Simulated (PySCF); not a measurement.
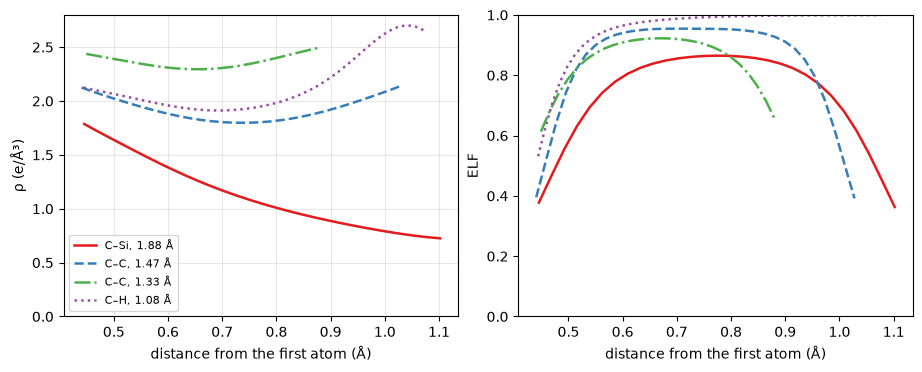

C$_{5}$H$_{10}$Si. Total electron density and ELF along straight lines between neighbouring atoms. The curves leave out the atomic cores.

Geometry: GFN2-xTB, NEB image 0 of 0 to 8.

The calculation used PBE0/pcSseg-1, SCF density, gas phase, non-relativistic in PySCF 2.14.0.

```json
{"atom": "C", "x (Å)": "-1.6442", "y (Å)": "0.8380", "z (Å)": "-1.2175"}
{"atom": "C", "x (Å)": "-0.8379", "y (Å)": "0.1553", "z (Å)": "-0.4086"}
{"atom": "C", "x (Å)": "-1.3889", "y (Å)": "-0.6808", "z (Å)": "0.7076"}
{"atom": "C", "x (Å)": "0.6203", "y (Å)": "0.2212", "z (Å)": "-0.5657"}
{"atom": "C", "x (Å)": "1.5485", "y (Å)": "-0.8929", "z (Å)": "-0.0567"}
{"atom": "Si", "x (Å)": "1.7946", "y (Å)": "0.7297", "z (Å)": "0.8511"}
{"atom": "H", "x (Å)": "-2.7145", "y (Å)": "0.8237", "z (Å)": "-1.1038"}
{"atom": "H", "x (Å)": "-1.2601", "y (Å)": "1.4377", "z (Å)": "-2.0256"}
{"atom": "H", "x (Å)": "-0.9272", "y (Å)": "-0.4124", "z (Å)": "1.6566"}
{"atom": "H", "x (Å)": "-2.4642", "y (Å)": "-0.5448", "z (Å)": "0.7891"}
{"atom": "H", "x (Å)": "-1.1917", "y (Å)": "-1.7371", "z (Å)": "0.5251"}
{"atom": "H", "x (Å)": "0.9028", "y (Å)": "0.6104", "z (Å)": "-1.5391"}
{"atom": "H", "x (Å)": "1.0711", "y (Å)": "-1.7229", "z (Å)": "0.4434"}
{"atom": "H", "x (Å)": "2.2828", "y (Å)": "-1.2390", "z (Å)": "-0.7714"}
{"atom": "H", "x (Å)": "1.2639", "y (Å)": "0.8661", "z (Å)": "2.1950"}
{"atom": "H", "x (Å)": "2.9372", "y (Å)": "1.5569", "z (Å)": "0.5091"}
```

### Compare the contacts.

C–Si (1.88 Å): ρ at the midpoint is about 0.85 e/Å³; the ELF peaks at about 0.85 between the atoms; localised, covalent bonding.
C–C (1.47 Å): the density is about 1.8 e/Å³ at the midpoint; the ELF peaks at about 0.95 between the atoms, as expected for a covalent bond.
C–C (1.33 Å): ρ at the midpoint is about 2.3 e/Å³; the ELF peaks at about 0.90 between the atoms; a multiple bond.
C–H (1.08 Å): ρ is about 2 e/Å³ halfway; the ELF climbs to about 1 towards the hydrogen, as it does in any bond to H; a covalent bond by its length.
